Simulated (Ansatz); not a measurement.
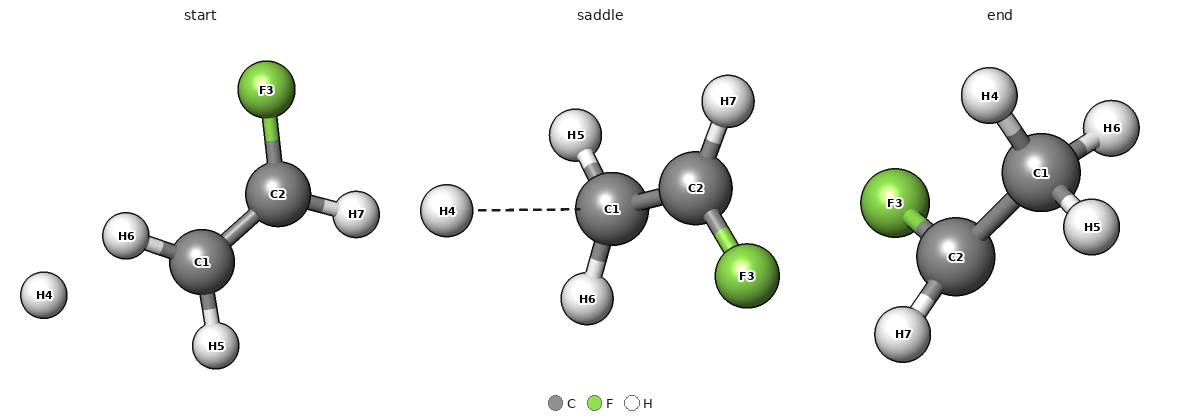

One elementary step of C₂H₄F, doublet: start, first-order saddle point (changing pairs dashed) and end. Electronic energies at PBE0-D4/def2-TZVP geometries, energies in def2-TZVPP, the Ansatz code 0.2.0; cores frozen in correlated methods, no zero-point terms. Start and end are the structures at the ends of the path (complexes, where there are several molecules). Lines between the levels only guide the eye.

Q: Which bonds change in the step?

A: C1–H4 (3.38 → 2.15 → 1.10 Å) forms (lengths at start, saddle and end; changes of bond order aren't listed). The imaginary mode at the saddle is 468.4i cm⁻¹ (PBE0-D4).

Q: Is the step uphill or downhill with ωB97M-V?

A: Downhill by 41.8 kcal/mol in electronic energy, over a barrier of 2.5 kcal/mol.

Q: Give the barriers and step energies (kcal/mol). Levels: ωB97M-V, PBE-D4 and r2SCAN0-D4.

A:
| level | barrier | reverse barrier | step energy |
| --- | --- | --- | --- |
| ωB97M-V | 2.5 | 44.3 | −41.8 |
| PBE-D4 | 0.2 | 41.4 | −41.1 |
| r2SCAN0-D4 | −1.3 | 46.6 | −47.8 |

The points are stationary for PBE0-D4 alone; with r2SCAN0-D4 the saddle point lies below an end, so these points show no barrier on that side.

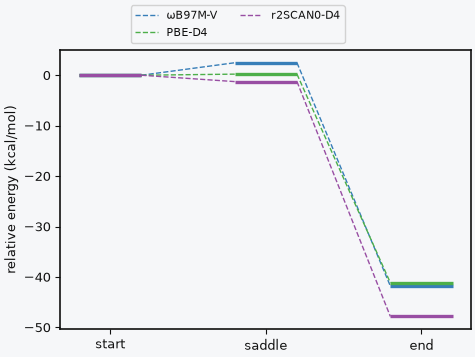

Limits of at least one run: spin-contaminated reference.
